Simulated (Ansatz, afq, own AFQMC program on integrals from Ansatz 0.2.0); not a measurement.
**ZrCH₃ (doublet): quantum Monte Carlo beside coupled cluster at distance Zr1–C2 = 7.420 Å, def2-SVP**

Aim: compute ZrCH₃ (doublet) with auxiliary-field quantum Monte Carlo on the same integrals as coupled cluster, and set the energies side by side.

Program: Ansatz 0.2.0, Gaussian basis, and an in-house AFQMC program (afq) on its integrals; all values are calculated. Level of theory: def2-SVP, frozen cores. These are calculated values, not measurements.

To be run: CCSD(T) on UHF; CCSDT(Q) on UHF; PBE (unrestricted); PBE0 (unrestricted); B3LYP (unrestricted); B2PLYP (unrestricted); Phaseless AFQMC, CISD trial on UHF; Phaseless AFQMC, single-determinant trial on UHF.

7 further runs of the same task are left out: 1 for a known fault of the program, 6 that didn't finish.

## Step 1: What is computed

The geometry derives from a PBE0/def2-TZVP stationary point (not a proven minimum). One bond is set to the value named and the two fragments are kept rigid. No spin-orbit coupling is included. Elements past krypton take def2 core potentials.

5 atoms, charge 0, spin multiplicity 2.

Atoms are counted from 1 here; the program's logs count them from 0.

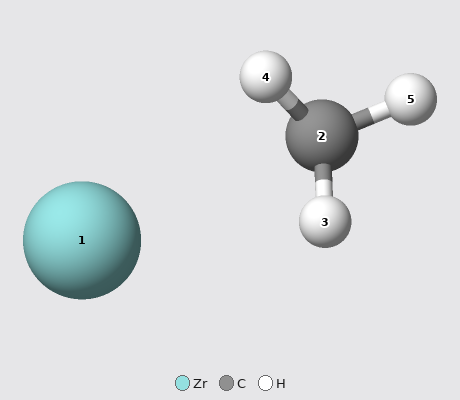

The geometry (zirconium light teal, carbon grey, hydrogen white); atoms are numbered from 1 in the order of the file.

## Step 2: CCSD(T) on UHF

The input, in.yaml:

```yaml
crystal:
  periodic: [false, false, false]
  atoms:
    - {symbol: Zr, position_ang: [0.000001, 0.005188, 6.160274]}
    - {symbol: C, position_ang: [0.000001, 0.015397, -1.259719]}
    - {symbol: H, position_ang: [-0.000115, -1.038974, -1.574552]}
    - {symbol: H, position_ang: [0.893682, 0.509096, -1.663002]}
    - {symbol: H, position_ang: [-0.893570, 0.509293, -1.663002]}
basis:
  gaussian: {orbitals: def2-SVP}
magnetization: {spin_polarized: true, initial_magnetization: 1}
correlation: {method: ccsd_t, electrons: outside_noble_gas, hamiltonian_folder: ham}
```

Command:

```bash
ansatz run in.yaml --threads 1 --pin off --events-out ev --progress --plain --max-ram 24576MiB --backend cuda --devices 0, --max-vram 18GiB
```

Standard output, cut to the lines that bear on the results:

```text
Functional definition: HF
  name "HF"
  cite "Fock, Z. Phys. 61, 126 (1930) doi:10.1007/BF01340294"
  parent pbe
[...]
635 factors; integrals over basis functions are off by at most 9.6e-4 eV
[...]
mean field -2338.91469552 eV, -85.9535296872 hartree, gradient 8.0e-11 eV, S^2 1.772326; 75 other end points of the search recorded, 0 dependent functions left out
determinant -2338.91469552 eV, -85.9535296872 hartree, with singles and doubles -2344.25224661 eV, -86.1496810717 hartree
determinant -2338.91467774 eV, -85.9535290335 hartree, with singles and doubles -2344.25222652 eV, -86.1496803336 hartree
determinant -2338.91466284 eV, -85.9535284862 hartree, with singles and doubles -2344.25221118 eV, -86.1496797696 hartree
determinant -2338.91465083 eV, -85.9535280446 hartree, with singles and doubles -2344.25219886 eV, -86.1496793168 hartree
determinant -2338.91456897 eV, -85.9535250364 hartree, with singles and doubles -2344.25211139 eV, -86.1496761024 hartree
determinant -2338.91452087 eV, -85.9535232689 hartree, with singles and doubles -2344.25206150 eV, -86.1496742689 hartree
determinant -2338.72292770 eV, -85.9464823495 hartree, with singles and doubles -2344.13620947 eV, -86.1454167854 hartree
determinant -2338.72258883 eV, -85.9464698964 hartree, with singles and doubles -2344.13582263 eV, -86.1454025695 hartree
[...]
determinant -2338.36198658 eV, -85.9332180082 hartree, with singles and doubles -2343.88438902 eV, -86.1361625544 hartree
determinant -2338.36196622 eV, -85.9332172598 hartree, with singles and doubles -2343.88402347 eV, -86.1361491208 hartree
determinant -2338.34905774 eV, -85.9327428819 hartree, with singles and doubles -2343.74114310 eV, -86.1308983642 hartree
determinant -2338.34836604 eV, -85.9327174624 hartree, with singles and doubles -2343.74030901 eV, -86.1308677118 hartree
determinant -2338.34441529 eV, -85.9325722753 hartree, with singles and doubles -2343.96397048 eV, -86.1390871195 hartree
determinant -2338.34440015 eV, -85.9325717188 hartree, with singles and doubles -2343.96396776 eV, -86.1390870194 hartree
determinant -2338.34321210 eV, -85.9325280588 hartree, with singles and doubles -2343.96390211 eV, -86.1390846066 hartree
determinant -2338.34319333 eV, -85.9325273688 hartree, with singles and doubles -2343.96389208 eV, -86.1390842381 hartree
determinant -2338.34319107 eV, -85.9325272861 hartree, with singles and doubles -2343.96403108 eV, -86.1390893464 hartree
determinant -2338.33960592 eV, -85.9323955341 hartree, with singles and doubles -2343.97717775 eV, -86.1395724775 hartree
5 core orbitals not correlated: weight in the atoms' cores, before any rotation towards them, 0.999 or more for the frozen orbitals, at most 0.000 for the correlated occupied ones
reference -2338.91465083 eV, -85.9535280446 hartree; 6, 5 occupied and 49, 50 virtual orbitals, 635 factors
second order -4.39889697 eV of doubles, -0.00000000 eV of singles
cycle   1  -5.33909364 eV  change    1.5e-6 eV  update   5.9e-6
perturbative correction -0.12057408 eV, -0.0044310155 hartree
Total energy: -2344.37431855 eV, -86.1541671326 hartree
```

Run time: 41 s. Hardware: 1 × NVIDIA H100 80GB HBM3 with 1 thread of AMD EPYC 7R13 (Zen 3), shared host; peak host memory 1.7 GiB.

From the report: ⟨S²⟩ of the determinant 1.772 (pure doublet: 0.75); correlation -5.4597 eV; T1 0.015; largest double amplitude 0.09. The determinant is far from a pure spin state, so its energy mixes those of several spin states (harmless only where they are near-degenerate, as at dissociation).

This run also writes the integrals to the folder ham.

## Step 3: CCSDT(Q) on UHF

in.yaml, as its differences from that of step 2:

```diff
@@ -11,2 +11,2 @@
 magnetization: {spin_polarized: true, initial_magnetization: 1}
-correlation: {method: ccsd_t, electrons: outside_noble_gas, hamiltonian_folder: ham}
+correlation: {method: ccsdt_q, electrons: outside_noble_gas}
```

Launched as before.

Standard output, cut to the lines that bear on the results:

```text
Functional definition: HF
  name "HF"
  cite "Fock, Z. Phys. 61, 126 (1930) doi:10.1007/BF01340294"
  parent pbe
[...]
1054 factors; integrals over basis functions are off by at most 2.1e-7 eV
[...]
mean field -2338.91469579 eV, -85.9535296969 hartree, gradient 2.4e-10 eV, S^2 1.772328; 81 other end points of the search recorded, 0 dependent functions left out
determinant -2338.91469579 eV, -85.9535296969 hartree, with singles and doubles -2344.25225261 eV, -86.1496812920 hartree
determinant -2338.91467851 eV, -85.9535290618 hartree, with singles and doubles -2344.25223300 eV, -86.1496805714 hartree
determinant -2338.91466356 eV, -85.9535285125 hartree, with singles and doubles -2344.25221800 eV, -86.1496800203 hartree
determinant -2338.91465111 eV, -85.9535280548 hartree, with singles and doubles -2344.25220490 eV, -86.1496795389 hartree
[...]
determinant -2338.34318954 eV, -85.9325272295 hartree, with singles and doubles -2343.96403254 eV, -86.1390893999 hartree
determinant -2338.33960369 eV, -85.9323954522 hartree, with singles and doubles -2343.97718332 eV, -86.1395726821 hartree
determinant -2338.33918308 eV, -85.9323799949 hartree, with singles and doubles -2343.97697591 eV, -86.1395650600 hartree
determinant -2338.33911534 eV, -85.9323775056 hartree, with singles and doubles -2343.97691280 eV, -86.1395627407 hartree
5 core orbitals not correlated: weight in the atoms' cores, before any rotation towards them, 0.999 or more for the frozen orbitals, at most 0.000 for the correlated occupied ones
reference -2338.91465111 eV, -85.9535280548 hartree; 6, 5 occupied and 49, 50 virtual orbitals, 1054 factors
second order -4.39891832 eV of doubles, -0.00000000 eV of singles
cycle   1  -5.05576098 eV  change   -6.6e-1 eV  update   8.0e-2
[...]
cycle  57  -5.49833882 eV  change  -1.9e-10 eV  update   1.4e-6
perturbative correction -0.00394039 eV, -0.0001448066 hartree
Total energy: -2344.41693031 eV, -86.1557330861 hartree
```

Wall time 63 s (1 × NVIDIA H100 80GB HBM3 with 1 thread of AMD EPYC 7R13 (Zen 3), shared host); peak host memory 1.7 GiB.

From the report: ⟨S²⟩ of the determinant 1.772 (pure doublet: 0.75); correlation -5.5023 eV; T1 0.016; largest double amplitude 0.10. The determinant is far from a pure spin state, so its energy mixes those of several spin states (harmless only where they are near-degenerate, as at dissociation).

## Step 4: PBE (unrestricted)

in.yaml, as its differences from that of step 3:

```diff
@@ -11,2 +11,3 @@
 magnetization: {spin_polarized: true, initial_magnetization: 1}
-correlation: {method: ccsdt_q, electrons: outside_noble_gas}
+hamiltonian: {xc: {name: PBE}}
+output: {orbitals: {seedname: orbitals}}
```

Command:

```bash
ansatz run in.yaml --threads 1 --pin off --events-out ev --progress --plain --max-ram 8192MiB --backend cpu
```

Standard output, cut to the lines that bear on the results:

```text
Functional definition: PBE
  name "PBE"
  cite "Perdew, Burke & Ernzerhof, Phys. Rev. Lett. 77, 3865 (1996) doi:10.1103/PhysRevLett.77.3865"
  parent pbe
[...]
610 factors; their error is unknown
[...]
mean field -2356.96947669 eV, -86.6170306570 hartree, gradient 4.1e-6 eV, S^2 2.161678; 25 other end points of the search recorded, 0 dependent functions left out
reference -2356.96952423 eV, -86.6170324043 hartree; 11, 10 occupied and 49, 50 virtual orbitals, 610 factors
Total energy: -2356.96952423 eV, -86.6170324043 hartree
```

It took 3.5 min on 1 thread of AMD EPYC 7R13 (Zen 3), shared host; peak memory 1.7 GiB.

From the report: ⟨S²⟩ of the determinant 2.162 (pure doublet: 0.75). The determinant is far from a pure spin state, so its energy mixes those of several spin states (harmless only where they are near-degenerate, as at dissociation).

## Step 5: PBE0 (unrestricted)

in.yaml, as its differences from that of step 4:

```diff
@@ -11,3 +11,3 @@
 magnetization: {spin_polarized: true, initial_magnetization: 1}
-hamiltonian: {xc: {name: PBE}}
+hamiltonian: {xc: {name: PBE0}}
 output: {orbitals: {seedname: orbitals}}
```

Same command.

Standard output, cut to the lines that bear on the results:

```text
Functional definition: PBE0
  name "PBE0"
  cite "Adamo & Barone, J. Chem. Phys. 110, 6158 (1999) doi:10.1063/1.478522"
  cite "Perdew, Burke & Ernzerhof, Phys. Rev. Lett. 77, 3865 (1996) doi:10.1103/PhysRevLett.77.3865"
  parent pbe
[...]
635 factors; integrals over basis functions are off by at most 9.6e-4 eV
[...]
mean field -2356.83498085 eV, -86.6120880261 hartree, gradient 2.7e-6 eV, S^2 1.975998; 16 other end points of the search recorded, 0 dependent functions left out
reference -2356.83501696 eV, -86.6120893530 hartree; 11, 10 occupied and 49, 50 virtual orbitals, 635 factors
Total energy: -2356.83501696 eV, -86.6120893530 hartree
```

Wall time 3.3 min (1 thread of AMD EPYC 7R13 (Zen 3), shared host); peak memory 1.7 GiB.

From the report: ⟨S²⟩ of the determinant 1.976 (pure doublet: 0.75). The determinant is far from a pure spin state, so its energy mixes those of several spin states (harmless only where they are near-degenerate, as at dissociation).

## Step 6: B3LYP (unrestricted)

in.yaml, as its differences from that of step 5:

```diff
@@ -11,3 +11,2 @@
 magnetization: {spin_polarized: true, initial_magnetization: 1}
-hamiltonian: {xc: {name: PBE0}}
-output: {orbitals: {seedname: orbitals}}
+hamiltonian: {xc: {name: B3LYP}}
```

Launched as before.

Standard output, cut to the lines that bear on the results:

```text
Functional definition: B3LYP
  name "B3LYP"
  cite "Stephens, Devlin, Chabalowski & Frisch, J. Phys. Chem. 98, 11623 (1994) doi:10.1021/j100096a001"
  cite "Becke, Phys. Rev. A 38, 3098 (1988) doi:10.1103/PhysRevA.38.3098"
  cite "Lee, Yang & Parr, Phys. Rev. B 37, 785 (1988) doi:10.1103/PhysRevB.37.785"
  cite "Vosko, Wilk & Nusair, Can. J. Phys. 58, 1200 (1980) doi:10.1139/p80-159"
[...]
635 factors; integrals over basis functions are off by at most 9.6e-4 eV
[...]
mean field -2359.34305148 eV, -86.7042579216 hartree, gradient 3.7e-7 eV, S^2 1.755448; 17 other end points of the search recorded, 0 dependent functions left out
reference -2359.34332091 eV, -86.7042678229 hartree; 11, 10 occupied and 49, 50 virtual orbitals, 635 factors
Total energy: -2359.34332091 eV, -86.7042678229 hartree
```

It took 2.6 min on 1 thread of AMD EPYC 7R13 (Zen 3), shared host; peak memory 1.7 GiB.

From the report: ⟨S²⟩ of the determinant 1.755 (pure doublet: 0.75). The determinant is far from a pure spin state, so its energy mixes those of several spin states (harmless only where they are near-degenerate, as at dissociation).

## Step 7: B2PLYP (unrestricted)

in.yaml, as its differences from that of step 6:

```diff
@@ -11,2 +11,3 @@
 magnetization: {spin_polarized: true, initial_magnetization: 1}
-hamiltonian: {xc: {name: B3LYP}}
+hamiltonian: {xc: {name: B2PLYP}}
+correlation: {electrons: outside_noble_gas}
```

Launched as before.

Standard output, cut to the lines that bear on the results:

```text
Functional definition: B2PLYP
  name "B2PLYP"
  cite "Grimme, J. Chem. Phys. 124, 034108 (2006) doi:10.1063/1.2148954"
  cite "Becke, Phys. Rev. A 38, 3098 (1988) doi:10.1103/PhysRevA.38.3098"
  cite "Lee, Yang & Parr, Phys. Rev. B 37, 785 (1988) doi:10.1103/PhysRevB.37.785"
[...]
635 factors; integrals over basis functions are off by at most 9.6e-4 eV
[...]
mean field -2351.56036528 eV, -86.4182494790 hartree, gradient 1.3e-10 eV, S^2 1.758884; 13 other end points of the search recorded, 0 dependent functions left out
5 core orbitals not correlated: weight in the atoms' cores, before any rotation towards them, 1.000 or more for the frozen orbitals, at most 0.000 for the correlated occupied ones
reference -2351.56053437 eV, -86.4182556931 hartree; 6, 5 occupied and 49, 50 virtual orbitals, 635 factors
second order -5.46753963 eV of doubles, -0.00000000 eV of singles
Total energy: -2353.03677007 eV, -86.4725063544 hartree
```

Wall time 4.6 min (1 thread of AMD EPYC 7R13 (Zen 3), shared host); peak memory 1.7 GiB.

From the report: ⟨S²⟩ of the determinant 1.759 (pure doublet: 0.75). The determinant is far from a pure spin state, so its energy mixes those of several spin states (harmless only where they are near-degenerate, as at dissociation).

## Step 8: Phaseless AFQMC, CISD trial on UHF

It reads the integrals that the CCSD(T) run on this determinant wrote.

Command:

```bash
afq ham --method phaseless --trial cisd --walkers 4000 --populations 20 --least-time 60 --time-step 0.005 --steps-per-block 50 --equilibration-blocks 40 --max-blocks 4000 --target-error 0.0004 --factor-cut 1e-05 --start spin_pure --seed 1389 --release-times 0.24,0.5,1,1.5 --release-step 0.02 --release-every 3 --taylor-order 6
```

Standard output:

```text
orbitals 55  electrons 6 5  factors 413 of 635
reference energy -85.95352804 Eh
CCSD correlation -0.19620806 Eh in 16 cycles, weight of the determinant in the CISD state 0.8678
energy of the start -86.149129 Eh
 block  time / (1/Eh)  mean weight  energy / Eh
     1     0.250  0.9998  -86.147138
     2     0.500  1.0000  -86.148156
     3     0.750  0.9995  -86.149574
     4     1.000  1.0000  -86.150539
     5     1.250  1.0000  -86.151551
     6     1.500  1.0000  -86.151961
     7     1.750  1.0001  -86.152321
     8     2.000  0.9998  -86.152587
     9     2.250  0.9995  -86.152603
    10     2.500  1.0001  -86.153305
    11     2.750  0.9997  -86.153307
    13     3.250  1.0002  -86.153518
    15     3.750  1.0002  -86.153727
    17     4.250  1.0000  -86.154359
    19     4.750  1.0001  -86.154545
    21     5.250  0.9999  -86.154004
    23     5.750  1.0001  -86.154729
    25     6.250  1.0000  -86.154629
    27     6.750  0.9996  -86.155129
    29     7.250  1.0000  -86.155332
    31     7.750  0.9998  -86.154651
    33     8.250  1.0003  -86.154204
    35     8.750  1.0000  -86.154324
    37     9.250  0.9999  -86.154887
    39     9.750  1.0002  -86.155667
    41    10.250  1.0001  -86.155001
    43    10.750  1.0000  -86.155401
    45    11.250  1.0002  -86.155630
    47    11.750  0.9998  -86.155334
    49    12.250  0.9999  -86.154819
    51    12.750  1.0000  -86.154526
    53    13.250  1.0000  -86.154511
    55    13.750  0.9999  -86.154331
    57    14.250  0.9998  -86.154570
    59    14.750  0.9999  -86.154263
    61    15.250  1.0000  -86.154544
    63    15.750  1.0003  -86.154041
    65    16.250  1.0000  -86.155084
    67    16.750  0.9997  -86.154372
    69    17.250  0.9995  -86.153780
    71    17.750  1.0002  -86.154705
    73    18.250  0.9997  -86.154187
    75    18.750  0.9999  -86.154565
    77    19.250  1.0003  -86.154815
    79    19.750  0.9999  -86.154594
    81    20.250  1.0001  -86.154385
    83    20.750  0.9999  -86.154431
    85    21.250  0.9998  -86.154560
    87    21.750  0.9997  -86.154401
    89    22.250  1.0004  -86.155283
error from the spread of 20 populations
released: time / (1/Eh)  energy / Eh  error  mean overlap
  0.24  -86.154807  0.000109  1.0014
  0.50  -86.154980  0.000093  0.9999
  1.00  -86.155113  0.000109  0.9962
  1.50  -86.155262  0.000136  1.0005
energy -86.154695 +/- 0.000100 Eh
```

Wall time 22 min (1 × NVIDIA H100 80GB HBM3 with 2 threads of AMD EPYC 7R13 (Zen 3), shared host); peak host memory 1.7 GiB.

Energy -2344.3887 ± 0.0027 eV. Caveats: constraint bias not in the error.

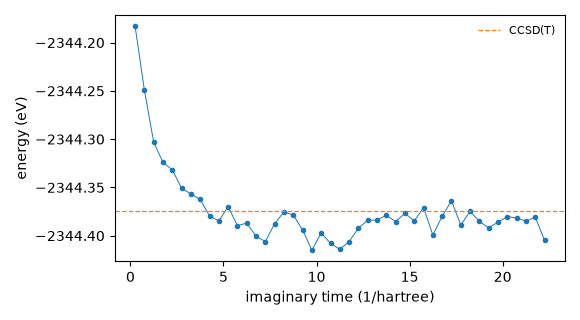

Block energies along the walk.

## Step 9: Phaseless AFQMC, single-determinant trial on UHF

It reads the integrals that the CCSD(T) run on this determinant wrote.

Command:

```bash
afq ham --method phaseless --trial hf --walkers 4000 --populations 20 --least-time 40 --time-step 0.005 --steps-per-block 20 --equilibration-blocks 160 --max-blocks 4000 --target-error 0.002 --factor-cut 1e-05 --start spin_pure --seed 5719 --taylor-order 6
```

Standard output:

```text
orbitals 55  electrons 6 5  factors 413 of 635
reference energy -85.95352804 Eh
CCSD correlation -0.19620806 Eh in 16 cycles, weight of the determinant in the CISD state 0.8678
energy of the start -85.953826 Eh
 block  time / (1/Eh)  mean weight  energy / Eh
     1     0.100  1.0007  -85.994921
     2     0.200  1.0015  -86.025697
     3     0.300  1.0011  -86.049695
     4     0.400  1.0010  -86.067382
     5     0.500  1.0010  -86.078943
     6     0.600  1.0010  -86.089014
     7     0.700  1.0002  -86.098102
     8     0.800  1.0003  -86.105202
     9     0.900  1.0005  -86.108625
    10     1.000  1.0004  -86.114026
    13     1.300  1.0001  -86.123876
    19     1.900  1.0000  -86.135065
    25     2.500  1.0005  -86.142222
    31     3.100  1.0002  -86.150986
    37     3.700  1.0002  -86.149674
    43     4.300  0.9997  -86.152116
    49     4.900  1.0001  -86.152844
    55     5.500  1.0003  -86.151861
    61     6.100  0.9998  -86.149031
    67     6.700  1.0002  -86.152222
    73     7.300  0.9998  -86.152641
    79     7.900  0.9998  -86.150780
    85     8.500  1.0002  -86.154174
    91     9.100  1.0001  -86.152998
    97     9.700  1.0000  -86.151787
   103    10.300  1.0002  -86.153153
   109    10.900  0.9996  -86.153134
   115    11.500  1.0003  -86.155786
   121    12.100  0.9998  -86.156241
   127    12.700  0.9999  -86.154328
   133    13.300  1.0000  -86.154620
   139    13.900  0.9998  -86.154509
   145    14.500  0.9999  -86.155654
   151    15.100  1.0001  -86.153840
   157    15.700  0.9999  -86.155226
   163    16.300  1.0003  -86.151135
   169    16.900  1.0001  -86.146622
   175    17.500  1.0002  -86.146213
   181    18.100  1.0000  -86.153432
   187    18.700  1.0004  -86.152906
   193    19.300  1.0003  -86.154905
   199    19.900  1.0000  -86.149403
   205    20.500  0.9991  -86.149009
   211    21.100  0.9998  -86.150663
   217    21.700  1.0001  -86.147355
   223    22.300  0.9995  -86.152317
   229    22.900  0.9998  -86.150281
   235    23.500  1.0001  -86.149065
error from the spread of 20 populations
energy -86.150922 +/- 0.000778 Eh
```

Run time: 29 s. Hardware: 1 × NVIDIA H100 80GB HBM3 with 2 threads of AMD EPYC 7R13 (Zen 3), shared host; peak host memory 1.7 GiB.

Energy -2344.2860 ± 0.0212 eV. Caveats: constraint bias not in the error.

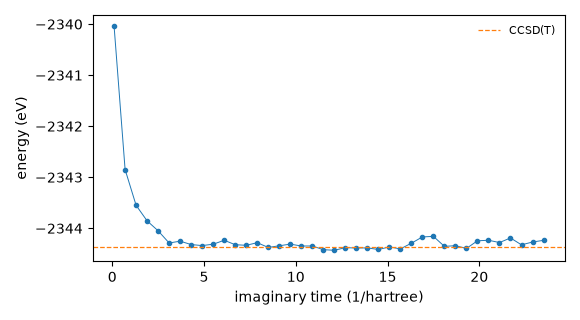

Block energies along the walk.

## Step 10: All levels side by side

On the UHF determinant, counted from CCSDT(Q) (a yardstick, not exact):

```tsv
level	energy (eV)	from CCSDT(Q) (meV)	statistical error (meV)	time
HF	-2338.9147	+5502.3		
MP2	-2343.3135	+1103.4		
CCSD	-2344.2537	+163.2		
CCSD(T)	-2344.3743	+42.6		
CCSDT(Q)	-2344.4169	0.0		
Phaseless AFQMC, CISD trial, step 0.005, 4000 walkers	-2344.3887	+28.2	2.7	22 min
Phaseless AFQMC, single-determinant trial, step 0.005, 4000 walkers	-2344.2860	+130.9	21.2	29 s
```

The functionals' totals stand on their own zeros and serve differences with other points: PBE -2356.970 eV; PBE0 -2356.835 eV; B3LYP -2359.343 eV; B2PLYP -2353.037 eV.

## Step 11: Summary of results

```
                                                      quantity              value
                                  CCSD(T) on UHF from CCSDT(Q)          +42.6 meV
              Phaseless AFQMC, CISD trial on UHF from CCSDT(Q)    +28.2 ± 2.7 meV
Phaseless AFQMC, single-determinant trial on UHF from CCSDT(Q)  +130.9 ± 21.2 meV
```

On UHF the phaseless walk with the CISD trial lies +28.2 meV from CCSDT(Q), 10 times its error bar. A single-determinant trial moves the result by +102.7 meV. Error bars are statistical and leave out the constraint, the time step and what remains of the start. Zr carries a core potential, and spin-orbit coupling is left out.
